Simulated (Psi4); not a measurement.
# [BH4]− (borohydride): a chain of runs

We compute a structure relaxation (HF/3-21G), then the harmonic vibrations, then a single-point energy (MP2/cc-pVTZ) of [BH4]− (borohydride). 

Program for the calculation: Psi4 1.11.

### 1 The structure to begin with

[BH4]−: 5 atoms, total charge -1, spin state singlet. SMILES: `[BH4-]`. The coordinates come from a GFN2-xTB relaxation. The run starts from this shape.

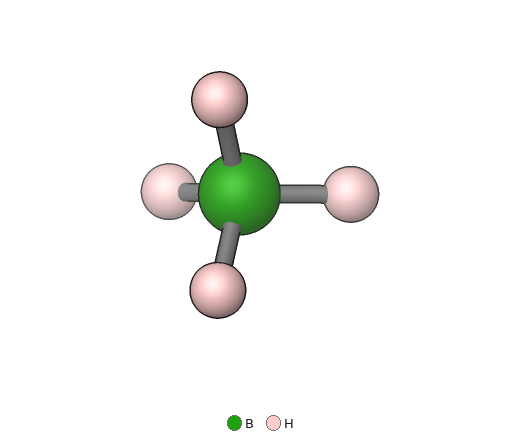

The structure, seen from a chosen angle (boron green, hydrogen pink).

### 2 A structure relaxation at HF/3-21G (density fitting) (run 1)

calc.py reads:

```python
import psi4

psi4.set_memory('1600 MB')
psi4.set_num_threads(1)
psi4.core.set_output_file('run.log', False)

molecule = psi4.geometry("""
-1 1
B
H 1 1.228162
H 1 1.228559 2 109.50082
H 1 1.229057 2 109.46362 3 -119.99098
H 1 1.229359 2 109.45086 4 -120.05649
symmetry c1
""")

psi4.set_options({
    'reference': 'rhf',
    'geom_maxiter': 60,
})

e, wfn = psi4.optimize("hf/3-21G", return_wfn=True)
print(f'hf/3-21G energy: {e:.10f} Eh')
print(molecule.to_string(dtype='xyz', units='Angstrom'))
```

On the command line:

```bash
python calc.py
```

run.log, shortened:

```text
[...]
  Running in c1 symmetry.
[...]
  Nuclear repulsion =   10.195335048287998
[...]
  Multiplicity = 1
[...]
  Nalpha       = 5
  Nbeta        = 5
[...]
    Number of basis functions: 17
[...]
   @DF-RHF iter   1:   -26.76325959699132   -6.52924e-01   1.52762e-02 ADIIS/DIIS
[...]
   @DF-RHF iter   6:   -26.81295245828379   -1.10134e-13   4.63541e-09 DIIS
[...]
    Orbital Energies [Eh]
    ---------------------
    Doubly Occupied:
       1A     -7.226781     2A     -0.432801     3A     -0.170279
       4A     -0.170271     5A     -0.170195
[...]
  @DF-RHF Final Energy:   -26.81295245828379
   => Energetics <=
    Nuclear Repulsion Energy =             10.1001895133845796
    One-Electron Energy =                 -57.4856264357818958
    Two-Electron Energy =                  20.5724844641135327
    Total Energy =                        -26.8129524582837853
[...]
 Multipole Moments:
 ------------------------------------------------------------------------------------
     Multipole            Electronic (a.u.)      Nuclear  (a.u.)        Total (a.u.)
 ------------------------------------------------------------------------------------
 L = 1.  Multiply by 2.5417464519 to convert [e a0] to [Debye]
 Dipole X            :         -0.0004301            0.0002901           -0.0001400
 Dipole Y            :         -0.0001991            0.0001901           -0.0000090
 Dipole Z            :          0.0003853           -0.0002132            0.0001722
 Magnitude           :                                                    0.0002221
[...]
  -Total Gradient:
     Atom            X                  Y                   Z
    ------   -----------------  -----------------  -----------------
       1       -0.000041135222    -0.000003072917     0.000050261466
       2        0.000008666494    -0.000007672790    -0.000219229574
       3        0.000011635852    -0.000192444292     0.000048376263
       4        0.000134266742     0.000100932469     0.000061642076
       5       -0.000113433867     0.000102257529     0.000058949769
[...]
    Final optimized geometry and variables:
    Molecular point group: c1
    Full point group: C1
    Geometry (in Angstrom), charge = -1, multiplicity = 1:
    B
    H             1    1.240268
    H             1    1.240349      2  109.480338
    H             1    1.240376      2  109.476285      3 -120.001881
    H             1    1.240446      2  109.464966      4 -120.021594
```

Standard output:

```text
Some dependencies such as QCElemental have not yet finished migration to pydantic v2. If issues are encountered please downgrade pydantic or upgrade QCElemental as appropriate
	Previous geometry is closer to target in internal coordinates, so using that one.

	Best geometry has RMS(Delta(q)) = 1.32e-07

Optimizer: Optimization complete!
hf/3-21G energy: -26.8129524583 Eh
5
-1 1 BH4
B                    -0.000025915767    -0.000016983317     0.000019042873
H                    -0.000025915767    -0.000016983317     1.240286672531
H                    -0.000025915767     1.169329349061    -0.413616654782
H                    -1.012737453534    -0.584750589655    -0.413542833396
H                     1.013072384406    -0.584376253292    -0.413335205388
```

It took 2.9 s on 1 thread of Intel Xeon Platinum 8259CL at 2.50GHz (Skylake/Cascade Lake), shared host; peak memory 0.2 GiB.

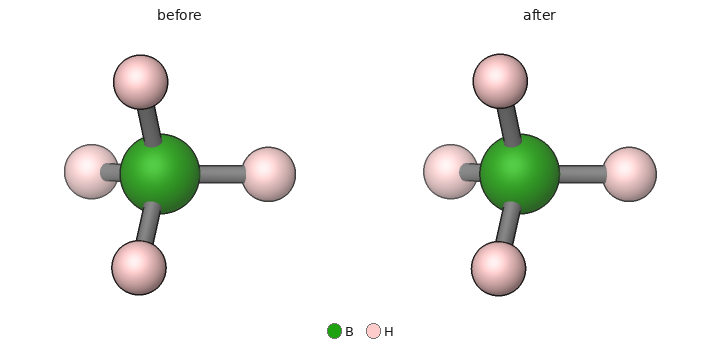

Before and after, at one scale.

After the run. Bond lengths: B1–H2 1.240 Å, B1–H3 1.240 Å, B1–H4 1.240 Å, B1–H5 1.240 Å. Angles: H2–B1–H3 109.5°, H2–B1–H4 109.5°, H2–B1–H5 109.5°, H3–B1–H4 109.5°, H3–B1–H5 109.5°, H4–B1–H5 109.5°.

### 3 The harmonic vibrations at HF/3-21G (density fitting) (run 2)

input.in reads:

```
memory 1.6 GB

molecule molecule1 {
  -1 1
  B      0.000066     0.000142    -0.000095
  H      0.690364     1.006808     0.219851
  H      0.733630    -0.997750    -0.067623
  H     -0.606259     0.140803    -1.072996
  H     -0.817461    -0.149722     0.920718
  symmetry c1
}

set {
  reference rhf
  t 298.15
  rotational_symmetry_number 12
}

e = freq("scf/3-21G")
```

On the command line:

```bash
psi4 input.in input.out -n 1
```

input.out, shortened:

```text
[...]
  Running in c1 symmetry.
[...]
  Nuclear repulsion =   10.100188990354221
[...]
  Multiplicity = 1
[...]
  Nalpha       = 5
  Nbeta        = 5
[...]
    Number of basis functions: 17
[...]
   @DF-RHF iter   1:   -26.76477738915978   -6.69860e-01   1.50046e-02 DIIS/ADIIS
[...]
  -Total Gradient:
     Atom            X                  Y                   Z
    ------   -----------------  -----------------  -----------------
       1        0.000029850764     0.000048310164    -0.000031477603
       2       -0.000129192822    -0.000174786071    -0.000030446573
       3       -0.000132930933     0.000146641502     0.000019050463
       4        0.000103440405    -0.000026339728     0.000143479995
       5        0.000128832586     0.000006174133    -0.000100606282
[...]
   @DF-RHF iter   8:   -26.81295245804555   -1.95399e-13   6.67577e-10 DIIS
[...]
    Orbital Energies [Eh]
    ---------------------
    Doubly Occupied:
       1A     -7.226781     2A     -0.432801     3A     -0.170279
       4A     -0.170271     5A     -0.170195
[...]
  @DF-RHF Final Energy:   -26.81295245804555
   => Energetics <=
    Nuclear Repulsion Energy =             10.1001889903542210
    One-Electron Energy =                 -57.4856253463557891
    Two-Electron Energy =                  20.5724838979560225
    Total Energy =                        -26.8129524580455474
[...]
  ==> Harmonic Vibrational Analysis <==
[...]
  Freq [cm^-1]                1219.0015           1219.1275           1219.1648
[...]
  IR activ [km/mol]            67.3643             67.3689             67.3303
[...]
  Freq [cm^-1]                1330.3368           1330.4760           2340.2540
[...]
  IR activ [km/mol]             0.0000              0.0000             515.2075
[...]
  Freq [cm^-1]                2340.6380           2341.1400           2361.1848
[...]
  IR activ [km/mol]            515.1923            515.0814             0.1849
[...]
  Total E_0, Enthalpy at 0 [K]                                                          -26.77718221 [Eh]
[...]
  Total H, Enthalpy at  298.15 [K]                                                      -26.77333862 [Eh]
[...]
  Total G, Gibbs energy at  298.15 [K]                                                  -26.79477900 [Eh]
[...]
```

It took 2.5 s on 1 thread of Intel Xeon Platinum 8259CL at 2.50GHz (Skylake/Cascade Lake), shared host; peak memory 0.21 GiB.

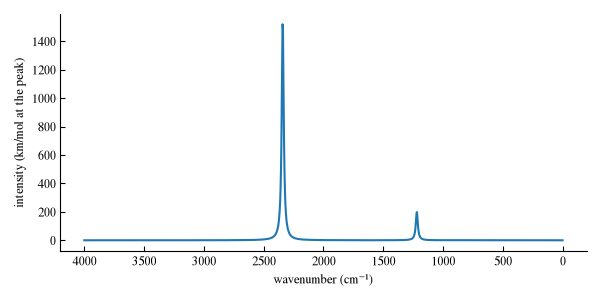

Harmonic infrared spectrum, unscaled, lines broadened by 10 cm⁻¹.

### 4 A single-point energy at MP2/cc-pVTZ (density fitting, density fitting for correlation) (run 3)

input.dat reads:

```
memory 1600 MB

molecule m {
  -1 1
  B
  H 1 R2
  H 1 R3 2 A3
  H 1 R4 2 A4 3 D4
  H 1 R5 2 A5 4 D5

  R2 = 1.240268
  R3 = 1.240349
  A3 = 109.48033
  R4 = 1.240376
  A4 = 109.47625
  D4 = -120.00184
  R5 = 1.240446
  A5 = 109.46501
  D5 = -120.02158
}

set basis cc-pVTZ
set freeze_core true

e = energy('mp2')
print_variables()
```

On the command line:

```bash
psi4 -n 1 input.dat output.dat
```

output.dat, shortened:

```text
[...]
  Running in c1 symmetry.
[...]
  Nuclear repulsion =   10.100187056398518
[...]
  Multiplicity = 1
[...]
  Nalpha       = 5
  Nbeta        = 5
[...]
    Number of basis functions: 86
[...]
   @DF-RHF iter   1:   -26.90164103177337   -6.14404e-01   3.85567e-03 DIIS/ADIIS
[...]
   @DF-RHF iter   8:   -26.98632459433406   -3.70903e-12   1.30226e-09 DIIS
[...]
    Orbital Energies [Eh]
    ---------------------
    Doubly Occupied:
       1A     -7.288240     2A     -0.447442     3A     -0.187767
       4A     -0.187759     5A     -0.187683
[...]
  @DF-RHF Final Energy:   -26.98632459433406
   => Energetics <=
    Nuclear Repulsion Energy =             10.1001870563985179
    One-Electron Energy =                 -57.5752427128444211
    Two-Electron Energy =                  20.4887310621118388
    Total Energy =                        -26.9863245943340644
[...]
 Multipole Moments:
 ------------------------------------------------------------------------------------
     Multipole            Electronic (a.u.)      Nuclear  (a.u.)        Total (a.u.)
 ------------------------------------------------------------------------------------
 L = 1.  Multiply by 2.5417464519 to convert [e a0] to [Debye]
 Dipole X            :         -0.0004415            0.0002889           -0.0001526
 Dipole Y            :         -0.0001894            0.0001898            0.0000005
 Dipole Z            :          0.0004098           -0.0002131            0.0001967
 Magnitude           :                                                    0.0002489
[...]
```

It took 1.9 s on 1 thread of Intel Xeon Platinum 8259CL at 2.50GHz (Skylake/Cascade Lake), shared host; peak memory 0.22 GiB.

### 5 Results

| quantity | value |
| --- | --- |
| run 1, HF/3-21G: total energy at the end | -26.81295 Eh |
| run 1, HF/3-21G: HOMO energy | -4.63 eV |
| run 1, HF/3-21G: LUMO energy | 15.11 eV |
| run 1, HF/3-21G: HOMO–LUMO gap (to an unbound level, set by the basis) | 19.75 eV |
| run 2, HF/3-21G: lowest harmonic wavenumber | 1219 cm⁻¹ |
| run 2, HF/3-21G: highest harmonic wavenumber | 2361 cm⁻¹ |
| run 2, HF/3-21G: zero-point energy | 93.9 kJ/mol |
| run 2, HF/3-21G: ideal-gas entropy at 298.15 K (symmetry number 12 as used) | 45.1 cal/(mol K) |
| run 3, MP2/cc-pVTZ: total energy | -27.15195 Eh |
| run 3, MP2/cc-pVTZ: HOMO energy (Hartree–Fock orbitals) | -5.11 eV |
| run 3, MP2/cc-pVTZ: LUMO energy (Hartree–Fock orbitals) | 10.80 eV |
| run 3, MP2/cc-pVTZ: HOMO–LUMO gap (to an unbound level, set by the basis) | 15.91 eV |
| run 3, MP2/cc-pVTZ: correlation energy (1 core orbital frozen) | -165.6 mEh |

What this shows: The optimisation (run 1, HF/3-21G) took 2 steps and changed the energy by -0.006 eV. All 9 modes (run 2, HF/3-21G) are real, so the shape is a minimum at this level.
